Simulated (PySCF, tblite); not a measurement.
# C₁₅H₁₆Si: electronic excitations, NMR shifts

Wanted: electronic excitations, NMR shifts for C₁₅H₁₆Si (`C[Si](C)(C)C#Cc1cccc2ccccc12`).

Programs: tblite 0.8.0 and PySCF 2.14.0, with routines of our own; each step states its level. All values are computed. Atoms count from 0.

## 1. The starting structure

32 atoms, charge 0, multiplicity 1; geometry from: force field, distance geometry or constructed start.

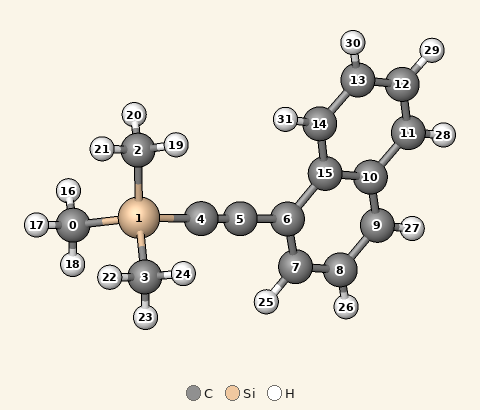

The starting geometry (carbon grey, silicon light orange, hydrogen white).

## 2. Optimising the geometry with GFN2-xTB

Job settings and geometry (Å):

```
{"job": {"kind": "relax", "xc": "GFN2-xTB", "basis": "xTB"}, "charge": 0, "multiplicity": 1}
C     -3.992300    -0.353600    -1.876800
Si    -3.210500     0.266400    -0.296300
C     -3.303700     2.133900    -0.231700
C     -4.129100    -0.447000     1.173300
C     -1.399600    -0.274200    -0.225900
C     -0.249200    -0.608200    -0.193300
C      1.131600    -1.012100    -0.148000
C      1.405300    -2.384900    -0.176000
C      2.717000    -2.848800    -0.136400
C      3.762200    -1.935200    -0.060000
C      3.518800    -0.553200    -0.029500
C      4.588400     0.353500     0.047700
C      4.362200     1.731900     0.087500
C      3.068200     2.218900     0.039900
C      1.989000     1.336100    -0.032000
C      2.186400    -0.069400    -0.062700
H     -3.480100     0.058100    -2.748300
H     -5.048000    -0.051400    -1.927500
H     -3.955000    -1.441800    -1.928500
H     -2.855200     2.521700     0.689600
H     -2.784300     2.582300    -1.081900
H     -4.352200     2.468500    -0.266900
H     -5.176100    -0.144100     1.166900
H     -4.091600    -1.549000     1.166000
H     -3.689000    -0.100000     2.120100
H      0.579900    -3.105400    -0.233100
H      2.920100    -3.911300    -0.162400
H      4.784000    -2.312500    -0.028900
H      5.617200    -0.005800     0.078100
H      5.206200     2.419100     0.144100
H      2.887000     3.290900     0.068200
H      0.983200     1.745600    -0.061700
```

The run is started by

```sh
$ OMP_NUM_THREADS=1 python large_run.py task.json out
```

The driver reads the jobs from task.json and runs them one after another.

Standard output:

```text
step      E/eV     max force
  0   -1140.60301    2.073
  1   -1140.64182    4.120
  2   -1140.73038    1.103
  3   -1140.74809    0.404
  4   -1140.75714    0.196
  5   -1140.77134    0.265
  6   -1140.77926    0.269
  7   -1140.78359    0.140
  8   -1140.78646    0.109
  9   -1140.78893    0.143
 10   -1140.79034    0.084
 11   -1140.79101    0.043
 12   -1140.79140    0.048
 13   -1140.79183    0.056
 14   -1140.79239    0.060
 15   -1140.79310    0.059
 16   -1140.79385    0.055
 17   -1140.79453    0.069
 18   -1140.79513    0.066
 19   -1140.79573    0.052
 20   -1140.79635    0.054
 21   -1140.79694    0.044
 22   -1140.79745    0.050
 23   -1140.79789    0.053
 24   -1140.79831    0.045
 25   -1140.79876    0.054
 26   -1140.79929    0.057
 27   -1140.79989    0.068
 28   -1140.80043    0.054
 29   -1140.80082    0.042
 30   -1140.80107    0.030
 31   -1140.80127    0.030
 32   -1140.80141    0.025
 33   -1140.80149    0.017
```

It took 1 s on 1 thread of Arm Neoverse N1, shared host; peak memory 0.19 GiB.

The steps of the relaxation:

```csv
step,energy from step 0 (eV),largest force (eV/Å)
0,0.0000,2.0732
1,-0.0388,4.1193
2,-0.1274,1.1026
3,-0.1451,0.4041
4,-0.1541,0.1961
5,-0.1683,0.2645
6,-0.1762,0.2684
7,-0.1806,0.1402
8,-0.1834,0.1097
9,-0.1859,0.1432
11,-0.1880,0.0427
13,-0.1888,0.0560
15,-0.1901,0.0594
17,-0.1915,0.0681
19,-0.1927,0.0523
21,-0.1939,0.0441
23,-0.1949,0.0530
25,-0.1957,0.0537
27,-0.1969,0.0677
29,-0.1978,0.0416
30,-0.1981,0.0302
31,-0.1983,0.0299
32,-0.1984,0.0249
33,-0.1985,0.0171
```

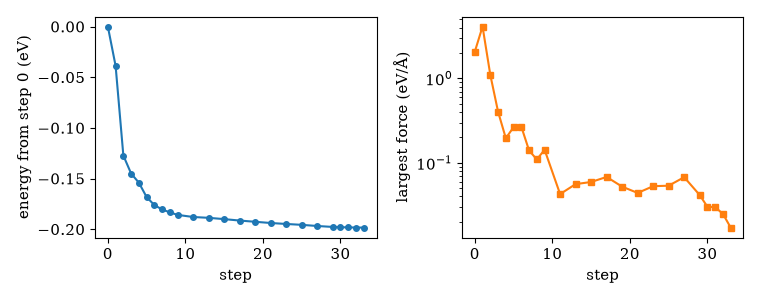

Energy and largest force along the relaxation.

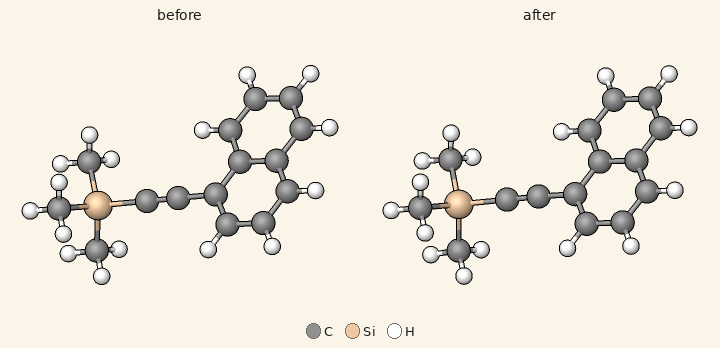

Before and after, at one scale.

Distances of close pairs at the start and the end, largest changes first:

```csv
bond,before (Å),after (Å),change (Å)
C0–Si1,1.869,1.906,+0.037
Si1–C4,1.891,1.854,-0.037
Si1–C2,1.871,1.906,+0.035
Si1–C3,1.874,1.906,+0.032
C11–C12,1.397,1.367,-0.031
C13–C14,1.396,1.368,-0.029
C5–C6,1.439,1.412,-0.027
C8–C9,1.390,1.369,-0.022
```

The end geometry stands in the next job.

## 3. Vibrational analysis with GFN2-xTB

Job settings and geometry (Å):

```
{"job": {"kind": "ir", "xc": "GFN2-xTB", "basis": "xTB"}, "charge": 0, "multiplicity": 1}
C     -3.945196    -0.376295    -1.905529
Si    -3.182390     0.281945    -0.287328
C     -3.257532     2.185701    -0.229109
C     -4.079990    -0.477731     1.212777
C     -1.401291    -0.230881    -0.227973
C     -0.238852    -0.565574    -0.189194
C      1.102218    -1.006903    -0.145867
C      1.368548    -2.360106    -0.178165
C      2.685442    -2.827655    -0.136095
C      3.732186    -1.948948    -0.062984
C      3.502845    -0.557285    -0.027679
C      4.562822     0.370763     0.047450
C      4.316591     1.714690     0.080931
C      2.997826     2.192639     0.038794
C      1.947372     1.319914    -0.033694
C      2.171282    -0.070498    -0.069501
H     -3.427216     0.016829    -2.775156
H     -4.992154    -0.098404    -1.990500
H     -3.886943    -1.459791    -1.951686
H     -2.803190     2.568250     0.680162
H     -2.728693     2.624505    -1.070153
H     -4.282588     2.544206    -0.261194
H     -5.130326    -0.200289     1.227210
H     -4.026196    -1.562131     1.191452
H     -3.637816    -0.146430     2.147446
H      0.546799    -3.059121    -0.235668
H      2.866609    -3.892304    -0.162664
H      4.751170    -2.307698    -0.030241
H      5.575406    -0.006107     0.079487
H      5.135224     2.417825     0.138340
H      2.820447     3.257883     0.066037
H      0.928455     1.677963    -0.065851
```

Standard output:

```text
mode    cm-1     km/mol
  1      -7.0      0.00
  2      32.6      0.09
  3      39.2      0.20
  4      87.1      0.04
  5      92.4      0.06
  6      99.9      0.02
  7     115.2      0.01
  8     117.5      0.05
  9     154.9      0.76
 10     155.9      5.86
 11     160.7      0.16
 12     174.2      1.10
 13     180.4      2.71
 14     256.9     14.69
 15     263.9     18.44
 16     305.7     17.39
 17     325.0      5.38
 18     346.4     11.72
 19     404.4      3.08
 20     433.0      0.06
 21     470.3      0.02
 22     497.3      1.88
 23     537.4      0.92
 24     539.0      0.94
 25     587.3      0.63
 26     602.9      0.31
 27     658.8     18.25
 28     720.8      0.01
 29     740.9     17.83
 30     742.9     16.39
 31     759.8      1.68
 32     765.3      3.60
 33     779.4      0.08
 34     787.1      0.03
 35     794.3      4.45
 36     794.6      4.04
 37     812.7     33.09
 38     857.3    112.48
 39     859.9    206.32
 40     860.6    188.11
 41     877.8      0.07
 42     881.3    312.10
 43     891.0      0.28
 44     917.9      0.17
 45     924.1      0.35
 46     930.8      0.14
 47    1053.5     28.39
 48    1079.5      0.48
 49    1114.8      0.76
 50    1168.0      1.13
 51    1178.3      0.25
 52    1192.3      3.00
 53    1223.4      2.31
 54    1243.5      0.77
 55    1261.8      9.91
 56    1334.1      1.72
 57    1372.6      6.16
 58    1374.8     11.83
 59    1374.9     12.17
 60    1377.6      3.38
 61    1395.3      0.09
 62    1417.2      1.27
 63    1450.4      1.15
 64    1484.1      0.01
 65    1489.6      0.18
 66    1489.9      0.02
 67    1490.8      0.20
 68    1490.9      0.00
 69    1497.3      0.09
 70    1505.8      1.84
 71    1560.8      0.97
 72    1586.5      0.39
 73    1609.7      0.00
 74    2269.5    114.41
 75    3032.5      4.25
 76    3033.3      3.41
 77    3038.2    112.43
 78    3039.0      4.54
 79    3040.5     21.31
 80    3040.9     18.15
 81    3043.2     31.02
 82    3046.2     61.83
 83    3047.5     52.94
 84    3067.3      4.15
 85    3071.0      1.15
 86    3075.5     15.23
 87    3080.2     28.84
 88    3082.4    109.58
 89    3089.8    105.56
 90    3091.2      6.02
```

Run time: 5.1 s. Hardware: 1 thread of Arm Neoverse N1, shared host; peak memory 0.19 GiB.

The strongest bands and the atoms that carry them (share of the mass-weighted mode):

```csv
cm⁻¹,km/mol,atoms
857,112.5,"C9 20 %, C14 14 %"
860,206.3,"Si1 20 %, H19 18 %, H20 15 %, H24 12 %"
861,188.1,"Si1 20 %, H18 18 %, H23 15 %, H16 13 %"
881,312.1,Si1 15 %
2270,114.4,"C5 53 %, C4 46 %"
3038,112.4,"H21 38 %, H22 31 %, H17 23 %"
3082,109.6,"H31 33 %, H29 32 %, H28 19 %"
3090,105.6,"H25 33 %, H26 28 %, H31 12 %, H30 11 %"
```

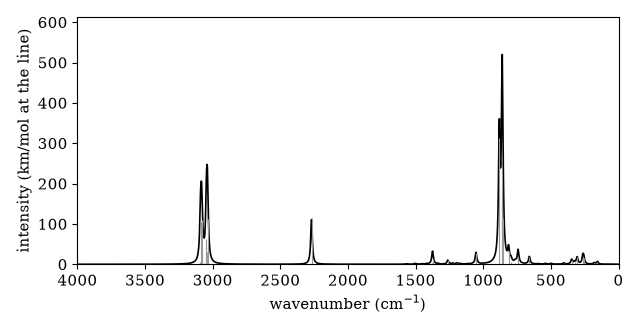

The infrared spectrum from these modes, unscaled. Lines are broadened to a width of 14 cm⁻¹ (Lorentzian).

## 4. Electronic excitations: TDA PBE/6-31G*

The job, as its differences from that of step 3:

```diff
@@ -1,2 +1,2 @@
-{"job": {"kind": "ir", "xc": "GFN2-xTB", "basis": "xTB"}, "charge": 0, "multiplicity": 1}
+{"job": {"kind": "uv", "basis": "6-31G*", "grid": 1, "kgrid": 0, "vcut": null, "nstates": 8, "ntriplets": 3, "tda": true, "delta": ["ip_vertical"], "pop": true, "xc": "PBE"}, "charge": 0, "multiplicity": 1}
 C     -3.945196    -0.376295    -1.905529
```

With the program's defaults for keys left out, this is: TDA PBE/6-31G*, vertical, gas phase, core orbitals frozen in the response.

Standard output:

```text
start: PBE on a coarse grid of 26551 points
cycle   1  E = -869.7038994307  dE =  2.031e+00  |g| = 9.618e-01  |ddm| = 6.445e+00
cycle   2  E = -869.4928900662  dE =  2.110e-01  |g| = 1.284e+00  |ddm| = 2.537e+00
cycle   3  E = -869.9256798953  dE = -4.328e-01  |g| = 3.578e-01  |ddm| = 1.585e+00
cycle   4  E = -869.9589570315  dE = -3.328e-02  |g| = 1.066e-01  |ddm| = 4.076e-01
cycle   5  E = -869.9617050248  dE = -2.748e-03  |g| = 3.233e-02  |ddm| = 1.304e-01
cycle   6  E = -869.9619626017  dE = -2.576e-04  |g| = 1.256e-02  |ddm| = 5.394e-02
cycle   7  E = -869.9619947151  dE = -3.211e-05  |g| = 6.665e-03  |ddm| = 2.167e-02
final grid: 114375 points
cycle   8  E = -869.7681747354  dE =  3.209e-05  |g| = 2.712e-02  |ddm| = 9.746e-02
cycle   9  E = -869.7671510791  dE =  1.024e-03  |g| = 6.284e-02  |ddm| = 1.074e-01
cycle  10  E = -869.7683342653  dE = -1.183e-03  |g| = 1.334e-02  |ddm| = 8.758e-02
cycle  11  E = -869.7683901885  dE = -5.592e-05  |g| = 1.757e-03  |ddm| = 1.703e-02
cycle  12  E = -869.7683914883  dE = -1.300e-06  |g| = 9.277e-04  |ddm| = 2.709e-03
cycle  13  E = -869.7683904450  dE =  1.043e-06  |g| = 3.556e-04  |ddm| = 1.160e-03
cycle  14  E = -869.7683914909  dE = -1.046e-06  |g| = 8.478e-05  |ddm| = 4.060e-04
converged SCF energy = -869.7683914909
Vertical ionisation energy (delta-SCF) = 7.1379 eV   <S^2> = 0.753

Static polarisability (au): isotropic 191.645, principal 90.786 202.943 281.205

Singlet excitations
state   eV       nm        f      main configurations
  1   3.8697    320.4   0.29985   H->L 0.86
  2   4.1424    299.3   0.00052   H->L+1 0.52, H-1->L 0.47
  3   4.1554    298.4   0.00038   H-2->L 1.00
  4   4.2948    288.7   0.00109   H-3->L 0.70, H->L+2 0.28
  5   4.9933    248.3   0.18417   H->L+2 0.40, H-4->L 0.36, H-3->L 0.13
  6   5.0323    246.4   0.00031   H->L+3 1.00
  7   5.2280    237.2   0.11455   H-3->L+1 0.52, H-1->L 0.16, H->L+1 0.13
  8   5.2299    237.1   0.00133   H-2->L+1 0.98

Triplet excitations (Tamm-Dancoff, eV): 2.6297 3.7516 3.8101
```

Wall time 55 s (1 thread of Arm Neoverse N1, shared host); peak memory 0.53 GiB.

Frontier orbitals and where they lie:

```csv
orbital,eV,atoms
HOMO−4,-7.07,"C0 24 %, C3 24 %, Si1 19 %"
HOMO−3,-6.13,"C5 17 %, C11 17 %, C4 17 %"
HOMO−2,-6.12,"C4 37 %, C5 36 %, C2 9 %"
HOMO−1,-6.02,"C15 18 %, C12 18 %, C10 16 %"
HOMO,-5.01,"C9 16 %, C4 16 %, C6 13 %"
LUMO,-1.99,"C9 19 %, C6 15 %, C7 11 %"
LUMO+1,-0.90,"C15 17 %, C10 16 %, C8 16 %"
LUMO+2,-0.53,"C11 20 %, C14 19 %, C4 10 %"
LUMO+3,0.00,"C5 34 %, C4 27 %, Si1 17 %"
```

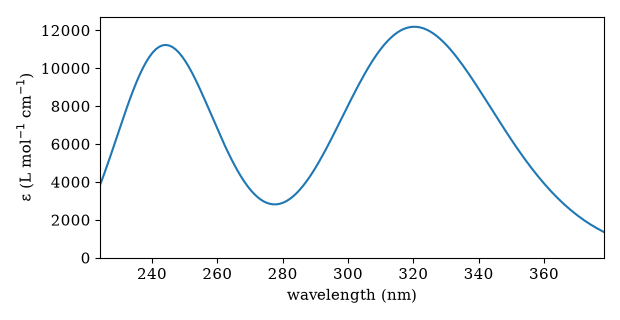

Absorption spectrum: each of the 8 states is a Gaussian band of 0.4 eV half-width at 1/e. Beyond the last state computed it falls off for lack of states.

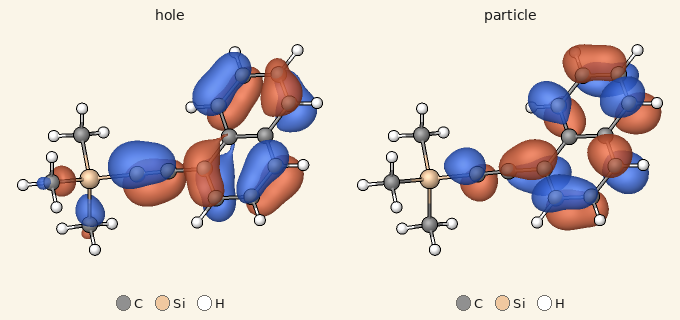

Leading natural transition orbitals of singlet state 1: the electron leaves the hole (left) for the particle orbital (right).

Further results of this job:

```csv
property,computed
dipole moment (D),0.08
polarisability (Å³),28.40
HOMO–LUMO gap (eV),3.02
−ε(HOMO) (eV),5.01
```

The fields below are evaluated on a grid from the run's orbitals.

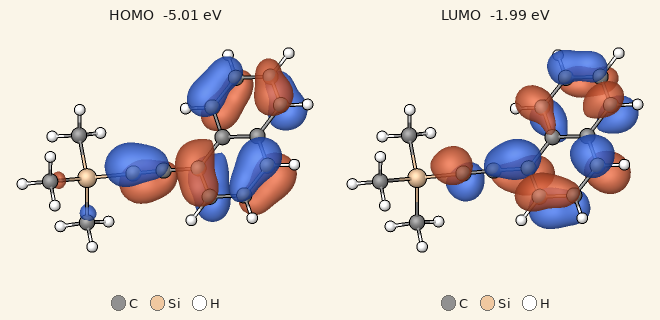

Frontier orbitals at PBE/6-31G*; each surface holds 70 % of the orbital's density, blue and red mark the sign.

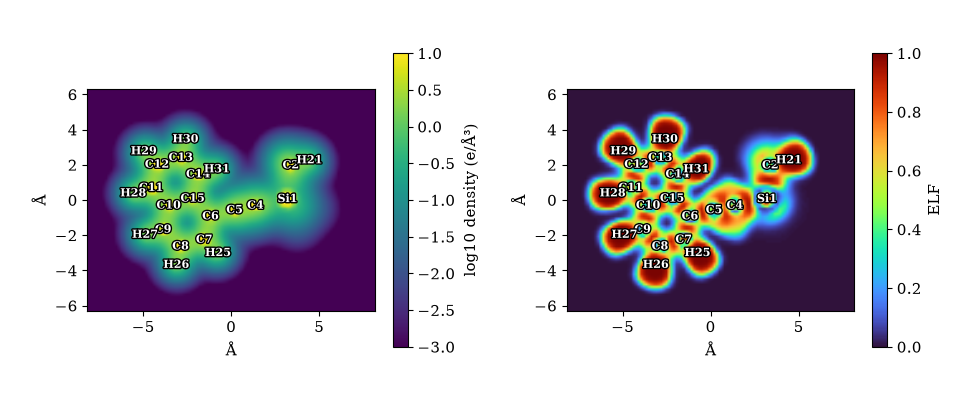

Density (left) and ELF (right) in a plane through or near 22 of the atoms.

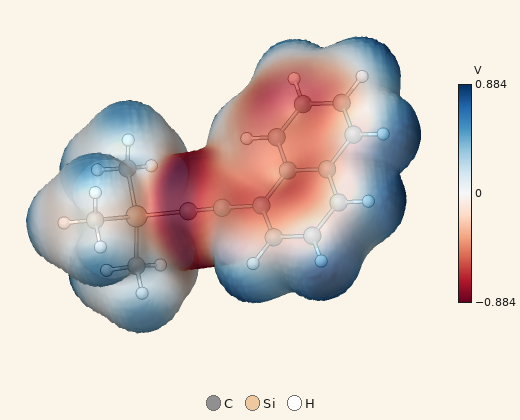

Electrostatic potential on the surface of density 0.002 e/bohr³; red is low, blue high. It runs, from the 1st to the 99th percentile, from -0.88 V near C4 to 0.83 V near H26.

(Part 1 of 2 ends here.)
